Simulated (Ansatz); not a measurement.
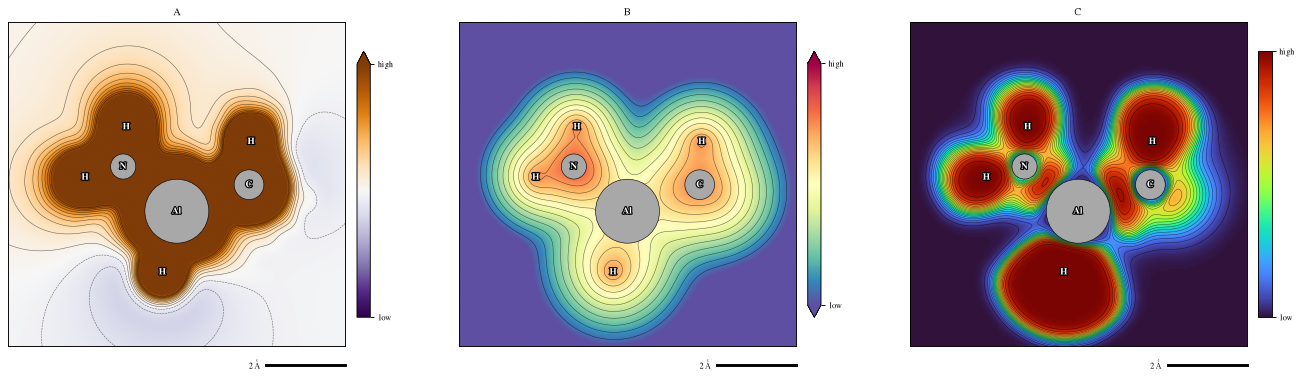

CH6AlN: 3 fields on the plane of atoms N3, Al1 and H5, with unlabelled colour scales. Grey discs cover the atomic cores.

The reactant side of a reaction path; geometry: PBE0-D4/def2-TZVP.

Method: RKS PBE0-D4/def2-TZVPP (Ansatz 0.2.0).

### Match the panels to the quantities (electron density, electron localisation function and electrostatic potential).

Panel A: electrostatic potential (strongly positive close to the atoms, with negative regions outside electron-rich atoms). Panel B: electron density. Panel C: electron localisation function. From the grid: Al–N (1.77 Å): ρ is about 0.86 e/Å³ halfway; the ELF peaks at about 0.90 in the valence shell of N, 0.7 Å from its nucleus, and is about 0.65 at the midpoint. C–Al (1.95 Å): ρ is about 0.72 e/Å³ halfway; the ELF peaks at about 0.95 between the atoms, as expected for a shared but strongly polarised pair.
